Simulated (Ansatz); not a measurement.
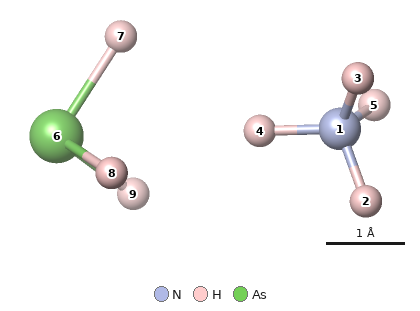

The structure as given in the input (ball-and-stick view, seen at a tilt; atoms are numbered from 1 in the order of the input). Bond lengths as drawn: As–H 1.53 Å and H–N 1.02 to 1.04 Å.

Run report: AsNH7 (charge +1), molecular dynamics (part 1 of 2)

AsNH7, charge +1, computed with RKS SPW92 (LDA)/def2-SVPD (Ansatz 0.2.0).

Figures and captions count atoms from 1; the log counts them from 0 in places.

## Output
```
Functional definition: SPW92
  name "SPW92"
  cite "Dirac, Proc. Camb. Phil. Soc. 26, 376 (1930) doi:10.1017/S0305004100016108"
  cite "Slater, Phys. Rev. 81, 385 (1951) doi:10.1103/PhysRev.81.385"
  cite "Perdew & Wang, Phys. Rev. B 45, 13244 (1992) doi:10.1103/PhysRevB.45.13244"
  exchange = slater_x
  correlation = pw_c
1023 factors; their error is unknown
mean field evaluation 1: about -62315.2867 eV, gradient 7.5e1 eV
mean field evaluation 2: about -62302.7935 eV, gradient 1.0e2 eV
mean field evaluation 4: about -62326.0906 eV, gradient 3.8e0 eV
mean field evaluation 8: about -62326.1087 eV, gradient 2.1e-1 eV
mean field evaluation 16: about -62326.1088 eV, gradient 3.6e-5 eV
mean field -62326.10877887 eV, -2290.4422514698 hartree, gradient 3.6e-5 eV, S^2 0.000000; 0 other end points of the search recorded, 0 dependent functions left out
the calculation of the forces begins
reference -62326.10881275 eV, -2290.4422527145 hartree; 23, 23 occupied and 91, 91 virtual orbitals, 1023 factors
md step     0: t =     0.00 fs  T =   200.0 K  F+E_penalty+E_count = -62326.10877887 eV  E_kin = 0.180964 eV  conserved = -62325.92781488 eV  (27 SCF iters)
these checks for a lower state are left out or cut short: starts, cluster_reference, orbital_swaps, neighbouring_geometries, increment
1023 factors; their error is unknown
mean field -62326.11577456 eV, -2290.4425085564 hartree, gradient 2.6e-5 eV, S^2 0.000000; 0 other end points of the search recorded, 0 dependent functions left out
the calculation of the forces begins
reference -62326.11580848 eV, -2290.4425098030 hartree; 23, 23 occupied and 91, 91 virtual orbitals, 1023 factors
md step     1: t =     0.50 fs  T =   207.6 K  F+E_penalty+E_count = -62326.11577456 eV  E_kin = 0.187835 eV  conserved = -62325.92793956 eV  (29 SCF iters)
[... from here on the SCF iterations and repeated set-up lines of each step are left out, up to the last step ...]
md step     2: t =     1.00 fs  T =   205.6 K  F+E_penalty+E_count = -62326.11390154 eV  E_kin = 0.186017 eV  conserved = -62325.92788497 eV  (29 SCF iters)
md step     3: t =     1.50 fs  T =   194.6 K  F+E_penalty+E_count = -62326.10378500 eV  E_kin = 0.176076 eV  conserved = -62325.92770894 eV  (30 SCF iters)
md step     4: t =     2.00 fs  T =   177.4 K  F+E_penalty+E_count = -62326.08801286 eV  E_kin = 0.160531 eV  conserved = -62325.92748199 eV  (29 SCF iters)
md step     5: t =     2.50 fs  T =   157.8 K  F+E_penalty+E_count = -62326.07005467 eV  E_kin = 0.142796 eV  conserved = -62325.92725830 eV  (30 SCF iters)
md step     6: t =     3.00 fs  T =   139.6 K  F+E_penalty+E_count = -62326.05339270 eV  E_kin = 0.126320 eV  conserved = -62325.92707251 eV  (30 SCF iters)
md step     7: t =     3.50 fs  T =   126.0 K  F+E_penalty+E_count = -62326.04093149 eV  E_kin = 0.113980 eV  conserved = -62325.92695126 eV  (30 SCF iters)
md step     8: t =     4.00 fs  T =   119.0 K  F+E_penalty+E_count = -62326.03455285 eV  E_kin = 0.107635 eV  conserved = -62325.92691760 eV  (29 SCF iters)
md step     9: t =     4.50 fs  T =   119.1 K  F+E_penalty+E_count = -62326.03476345 eV  E_kin = 0.107782 eV  conserved = -62325.92698194 eV  (30 SCF iters)
md step    10: t =     5.00 fs  T =   125.4 K  F+E_penalty+E_count = -62326.04055164 eV  E_kin = 0.113421 eV  conserved = -62325.92713043 eV  (29 SCF iters)
md step    11: t =     5.50 fs  T =   135.2 K  F+E_penalty+E_count = -62326.04963669 eV  E_kin = 0.122320 eV  conserved = -62325.92731638 eV  (29 SCF iters)
md step    12: t =     6.00 fs  T =   145.6 K  F+E_penalty+E_count = -62326.05921043 eV  E_kin = 0.131741 eV  conserved = -62325.92746984 eV  (29 SCF iters)
md step    13: t =     6.50 fs  T =   154.1 K  F+E_penalty+E_count = -62326.06700411 eV  E_kin = 0.139474 eV  conserved = -62325.92752980 eV  (29 SCF iters)
md step    14: t =     7.00 fs  T =   159.9 K  F+E_penalty+E_count = -62326.07218137 eV  E_kin = 0.144694 eV  conserved = -62325.92748775 eV  (28 SCF iters)
md step    15: t =     7.50 fs  T =   163.6 K  F+E_penalty+E_count = -62326.07542128 eV  E_kin = 0.148013 eV  conserved = -62325.92740822 eV  (28 SCF iters)
md step    16: t =     8.00 fs  T =   166.4 K  F+E_penalty+E_count = -62326.07794523 eV  E_kin = 0.150559 eV  conserved = -62325.92738579 eV  (28 SCF iters)
md step    17: t =     8.50 fs  T =   168.7 K  F+E_penalty+E_count = -62326.08013734 eV  E_kin = 0.152678 eV  conserved = -62325.92745958 eV  (28 SCF iters)
md step    18: t =     9.00 fs  T =   169.6 K  F+E_penalty+E_count = -62326.08099427 eV  E_kin = 0.153428 eV  conserved = -62325.92756614 eV  (28 SCF iters)
md step    19: t =     9.50 fs  T =   167.4 K  F+E_penalty+E_count = -62326.07904966 eV  E_kin = 0.151457 eV  conserved = -62325.92759255 eV  (28 SCF iters)
md step    20: t =    10.00 fs  T =   161.9 K  F+E_penalty+E_count = -62326.07399441 eV  E_kin = 0.146511 eV  conserved = -62325.92748384 eV  (28 SCF iters)
md step    21: t =    10.50 fs  T =   154.9 K  F+E_penalty+E_count = -62326.06746858 eV  E_kin = 0.140174 eV  conserved = -62325.92729457 eV  (28 SCF iters)
md step    22: t =    11.00 fs  T =   149.4 K  F+E_penalty+E_count = -62326.06228183 eV  E_kin = 0.135142 eV  conserved = -62325.92713939 eV  (28 SCF iters)
md step    23: t =    11.50 fs  T =   147.7 K  F+E_penalty+E_count = -62326.06074452 eV  E_kin = 0.133644 eV  conserved = -62325.92710015 eV  (28 SCF iters)
md step    24: t =    12.00 fs  T =   150.6 K  F+E_penalty+E_count = -62326.06344017 eV  E_kin = 0.136265 eV  conserved = -62325.92717533 eV  (28 SCF iters)
md step    25: t =    12.50 fs  T =   156.8 K  F+E_penalty+E_count = -62326.06920687 eV  E_kin = 0.141906 eV  conserved = -62325.92730044 eV  (28 SCF iters)
md step    26: t =    13.00 fs  T =   164.3 K  F+E_penalty+E_count = -62326.07606149 eV  E_kin = 0.148654 eV  conserved = -62325.92740734 eV  (29 SCF iters)
md step    27: t =    13.50 fs  T =   171.0 K  F+E_penalty+E_count = -62326.08222538 eV  E_kin = 0.154759 eV  conserved = -62325.92746599 eV  (29 SCF iters)
md step    28: t =    14.00 fs  T =   175.9 K  F+E_penalty+E_count = -62326.08661517 eV  E_kin = 0.159127 eV  conserved = -62325.92748818 eV  (29 SCF iters)
md step    29: t =    14.50 fs  T =   178.2 K  F+E_penalty+E_count = -62326.08872715 eV  E_kin = 0.161227 eV  conserved = -62325.92750046 eV  (29 SCF iters)
md step    30: t =    15.00 fs  T =   177.7 K  F+E_penalty+E_count = -62326.08828197 eV  E_kin = 0.160766 eV  conserved = -62325.92751593 eV  (29 SCF iters)
md step    31: t =    15.50 fs  T =   174.1 K  F+E_penalty+E_count = -62326.08505437 eV  E_kin = 0.157535 eV  conserved = -62325.92751923 eV  (29 SCF iters)
md step    32: t =    16.00 fs  T =   167.6 K  F+E_penalty+E_count = -62326.07909553 eV  E_kin = 0.151618 eV  conserved = -62325.92747718 eV  (29 SCF iters)
md step    33: t =    16.50 fs  T =   159.0 K  F+E_penalty+E_count = -62326.07119370 eV  E_kin = 0.143824 eV  conserved = -62325.92736972 eV  (29 SCF iters)
md step    34: t =    17.00 fs  T =   150.2 K  F+E_penalty+E_count = -62326.06311918 eV  E_kin = 0.135897 eV  conserved = -62325.92722237 eV  (29 SCF iters)
md step    35: t =    17.50 fs  T =   143.8 K  F+E_penalty+E_count = -62326.05718874 eV  E_kin = 0.130079 eV  conserved = -62325.92710988 eV  (29 SCF iters)
md step    36: t =    18.00 fs  T =   141.5 K  F+E_penalty+E_count = -62326.05512846 eV  E_kin = 0.128016 eV  conserved = -62325.92711265 eV  (29 SCF iters)
md step    37: t =    18.50 fs  T =   143.3 K  F+E_penalty+E_count = -62326.05691044 eV  E_kin = 0.129663 eV  conserved = -62325.92724707 eV  (29 SCF iters)
md step    38: t =    19.00 fs  T =   147.1 K  F+E_penalty+E_count = -62326.06054329 eV  E_kin = 0.133104 eV  conserved = -62325.92743916 eV  (28 SCF iters)
md step    39: t =    19.50 fs  T =   149.9 K  F+E_penalty+E_count = -62326.06317667 eV  E_kin = 0.135602 eV  conserved = -62325.92757433 eV  (28 SCF iters)
md step    40: t =    20.00 fs  T =   149.4 K  F+E_penalty+E_count = -62326.06280251 eV  E_kin = 0.135224 eV  conserved = -62325.92757854 eV  (28 SCF iters)
md step    41: t =    20.50 fs  T =   145.8 K  F+E_penalty+E_count = -62326.05936269 eV  E_kin = 0.131900 eV  conserved = -62325.92746250 eV  (28 SCF iters)
md step    42: t =    21.00 fs  T =   140.7 K  F+E_penalty+E_count = -62326.05461512 eV  E_kin = 0.127317 eV  conserved = -62325.92729843 eV  (28 SCF iters)
md step    43: t =    21.50 fs  T =   136.9 K  F+E_penalty+E_count = -62326.05106230 eV  E_kin = 0.123895 eV  conserved = -62325.92716681 eV  (28 SCF iters)
md step    44: t =    22.00 fs  T =   136.6 K  F+E_penalty+E_count = -62326.05071994 eV  E_kin = 0.123602 eV  conserved = -62325.92711810 eV  (28 SCF iters)
md step    45: t =    22.50 fs  T =   140.5 K  F+E_penalty+E_count = -62326.05431627 eV  E_kin = 0.127152 eV  conserved = -62325.92716435 eV  (28 SCF iters)
md step    46: t =    23.00 fs  T =   147.9 K  F+E_penalty+E_count = -62326.06108649 eV  E_kin = 0.133800 eV  conserved = -62325.92728603 eV  (28 SCF iters)
md step    47: t =    23.50 fs  T =   156.5 K  F+E_penalty+E_count = -62326.06907326 eV  E_kin = 0.141630 eV  conserved = -62325.92744307 eV  (29 SCF iters)
md step    48: t =    24.00 fs  T =   163.8 K  F+E_penalty+E_count = -62326.07575836 eV  E_kin = 0.148170 eV  conserved = -62325.92758816 eV  (29 SCF iters)
md step    49: t =    24.50 fs  T =   167.0 K  F+E_penalty+E_count = -62326.07880704 eV  E_kin = 0.151125 eV  conserved = -62325.92768174 eV  (29 SCF iters)
md step    50: t =    25.00 fs  T =   164.7 K  F+E_penalty+E_count = -62326.07670666 eV  E_kin = 0.149008 eV  conserved = -62325.92769821 eV  (29 SCF iters)
md step    51: t =    25.50 fs  T =   156.5 K  F+E_penalty+E_count = -62326.06919191 eV  E_kin = 0.141566 eV  conserved = -62325.92762563 eV  (29 SCF iters)
md step    52: t =    26.00 fs  T =   143.6 K  F+E_penalty+E_count = -62326.05744170 eV  E_kin = 0.129975 eV  conserved = -62325.92746705 eV  (29 SCF iters)
md step    53: t =    26.50 fs  T =   129.0 K  F+E_penalty+E_count = -62326.04399989 eV  E_kin = 0.116747 eV  conserved = -62325.92725277 eV  (29 SCF iters)
md step    54: t =    27.00 fs  T =   116.3 K  F+E_penalty+E_count = -62326.03225648 eV  E_kin = 0.105207 eV  conserved = -62325.92704903 eV  (29 SCF iters)
md step    55: t =    27.50 fs  T =   108.8 K  F+E_penalty+E_count = -62326.02540127 eV  E_kin = 0.098462 eV  conserved = -62325.92693915 eV  (30 SCF iters)
md step    56: t =    28.00 fs  T =   108.5 K  F+E_penalty+E_count = -62326.02515916 eV  E_kin = 0.098185 eV  conserved = -62325.92697455 eV  (29 SCF iters)
md step    57: t =    28.50 fs  T =   114.8 K  F+E_penalty+E_count = -62326.03103967 eV  E_kin = 0.103910 eV  conserved = -62325.92712997 eV  (29 SCF iters)
md step    58: t =    29.00 fs  T =   125.3 K  F+E_penalty+E_count = -62326.04072759 eV  E_kin = 0.113413 eV  conserved = -62325.92731433 eV  (28 SCF iters)
md step    59: t =    29.50 fs  T =   137.0 K  F+E_penalty+E_count = -62326.05143275 eV  E_kin = 0.123993 eV  conserved = -62325.92743934 eV  (29 SCF iters)
md step    60: t =    30.00 fs  T =   147.8 K  F+E_penalty+E_count = -62326.06119649 eV  E_kin = 0.133709 eV  conserved = -62325.92748743 eV  (28 SCF iters)
md step    61: t =    30.50 fs  T =   156.6 K  F+E_penalty+E_count = -62326.06918301 eV  E_kin = 0.141671 eV  conserved = -62325.92751204 eV  (28 SCF iters)
md step    62: t =    31.00 fs  T =   162.9 K  F+E_penalty+E_count = -62326.07493828 eV  E_kin = 0.147365 eV  conserved = -62325.92757305 eV  (28 SCF iters)
md step    63: t =    31.50 fs  T =   165.7 K  F+E_penalty+E_count = -62326.07755802 eV  E_kin = 0.149894 eV  conserved = -62325.92766449 eV  (28 SCF iters)
md step    64: t =    32.00 fs  T =   163.6 K  F+E_penalty+E_count = -62326.07577363 eV  E_kin = 0.148062 eV  conserved = -62325.92771168 eV  (28 SCF iters)
md step    65: t =    32.50 fs  T =   156.3 K  F+E_penalty+E_count = -62326.06901818 eV  E_kin = 0.141382 eV  conserved = -62325.92763666 eV  (28 SCF iters)
md step    66: t =    33.00 fs  T =   144.9 K  F+E_penalty+E_count = -62326.05852639 eV  E_kin = 0.131091 eV  conserved = -62325.92743513 eV  (28 SCF iters)
md step    67: t =    33.50 fs  T =   132.8 K  F+E_penalty+E_count = -62326.04736967 eV  E_kin = 0.120175 eV  conserved = -62325.92719426 eV  (28 SCF iters)
md step    68: t =    34.00 fs  T =   123.9 K  F+E_penalty+E_count = -62326.03916938 eV  E_kin = 0.112134 eV  conserved = -62325.92703516 eV  (29 SCF iters)
md step    69: t =    34.50 fs  T =   120.8 K  F+E_penalty+E_count = -62326.03630981 eV  E_kin = 0.109280 eV  conserved = -62325.92703004 eV  (28 SCF iters)
md step    70: t =    35.00 fs  T =   123.5 K  F+E_penalty+E_count = -62326.03886924 eV  E_kin = 0.111713 eV  conserved = -62325.92715636 eV  (28 SCF iters)
md step    71: t =    35.50 fs  T =   130.0 K  F+E_penalty+E_count = -62326.04492845 eV  E_kin = 0.117604 eV  conserved = -62325.92732409 eV  (29 SCF iters)
md step    72: t =    36.00 fs  T =   137.5 K  F+E_penalty+E_count = -62326.05188441 eV  E_kin = 0.124440 eV  conserved = -62325.92744466 eV  (29 SCF iters)
md step    73: t =    36.50 fs  T =   144.0 K  F+E_penalty+E_count = -62326.05776940 eV  E_kin = 0.130282 eV  conserved = -62325.92748693 eV  (29 SCF iters)
md step    74: t =    37.00 fs  T =   148.4 K  F+E_penalty+E_count = -62326.06174190 eV  E_kin = 0.134257 eV  conserved = -62325.92748520 eV  (29 SCF iters)
md step    75: t =    37.50 fs  T =   150.5 K  F+E_penalty+E_count = -62326.06363396 eV  E_kin = 0.136138 eV  conserved = -62325.92749554 eV  (30 SCF iters)
md step    76: t =    38.00 fs  T =   149.9 K  F+E_penalty+E_count = -62326.06317797 eV  E_kin = 0.135641 eV  conserved = -62325.92753681 eV  (29 SCF iters)
md step    77: t =    38.50 fs  T =   146.1 K  F+E_penalty+E_count = -62326.05975893 eV  E_kin = 0.132192 eV  conserved = -62325.92756671 eV  (30 SCF iters)
md step    78: t =    39.00 fs  T =   138.7 K  F+E_penalty+E_count = -62326.05303437 eV  E_kin = 0.125518 eV  conserved = -62325.92751668 eV  (28 SCF iters)
md step    79: t =    39.50 fs  T =   128.8 K  F+E_penalty+E_count = -62326.04389618 eV  E_kin = 0.116534 eV  conserved = -62325.92736193 eV  (29 SCF iters)
these checks for a lower state are left out or cut short: starts, cluster_reference, orbital_swaps, neighbouring_geometries, increment
1023 factors; their error is unknown
mean field -62326.03477044 eV, -2290.4395317100 hartree, gradient 7.2e-6 eV, S^2 0.000000; 0 other end points of the search recorded, 0 dependent functions left out
the calculation of the forces begins
reference -62326.03480407 eV, -2290.4395329458 hartree; 23, 23 occupied and 91, 91 virtual orbitals, 1023 factors
1023 factors; their error is unknown
mean field evaluation 672: about -62326.0348 eV, gradient 9.0e-4 eV
mean field -62326.03477044 eV, -2290.4395317100 hartree, gradient 1.0e-5 eV, S^2 0.000000; 1 other end points of the search recorded, 0 dependent functions left out
the calculation of the forces begins
reference -62326.03480407 eV, -2290.4395329458 hartree; 23, 23 occupied and 91, 91 virtual orbitals, 1023 factors
md step    80: t =    40.00 fs  T =   118.9 K  F+E_penalty+E_count = -62326.03477044 eV  E_kin = 0.107608 eV  conserved = -62325.92716292 eV  (29 SCF iters)
```
